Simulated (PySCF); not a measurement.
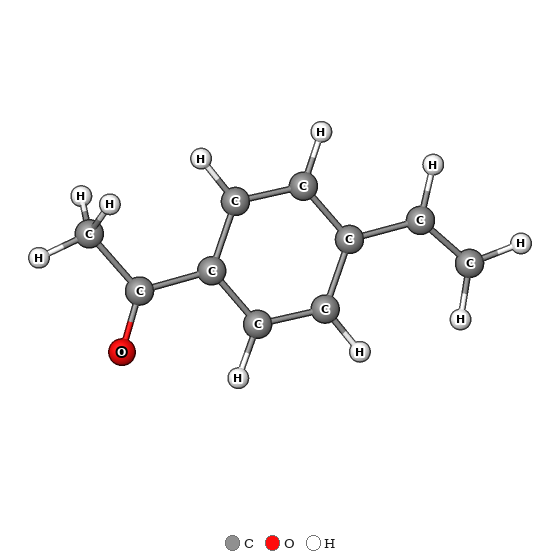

Structure of C₁₀H₁₀O (1-(4-vinyl-phenyl)-ethanone), SMILES C=Cc1ccc(C(C)=O)cc1.

Simulated rotational absorption lines between 6 and 18 GHz at 3 K: rigid rotor with the equilibrium constants and dipole of one optimised conformer (PBE0-D3(BJ)/def2-SVP, PySCF 2.14.0), commonest isotopes; no centrifugal distortion, hyperfine structure, internal rotation or nuclear-spin weights; lines within 1 MHz of each other are summed.

### What are the rotational constants, and what kind of rotor is it?

Rotational constants A, B, C = 3.415, 0.5755, 0.4942 GHz; Ray's κ = −0.94, a near-prolate asymmetric top.

### Which dipole components drive the lines?

|μa|, |μb|, |μc| = 1.86, 2.38, 0.04 D; b-type lines carry 54 % of the intensity in this range.

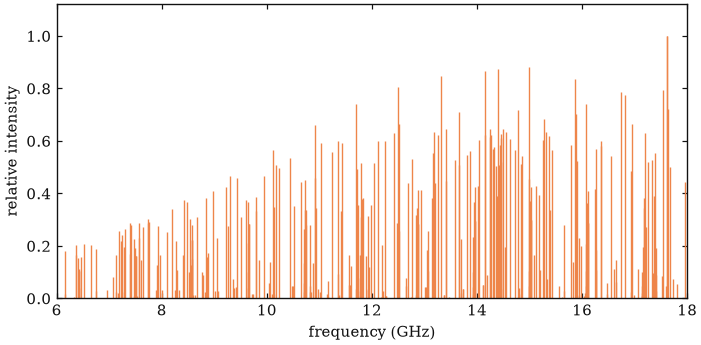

Known limits of this run: coarse grid, loose stop and no frequency check, small forces are noise and the end may be a saddle.
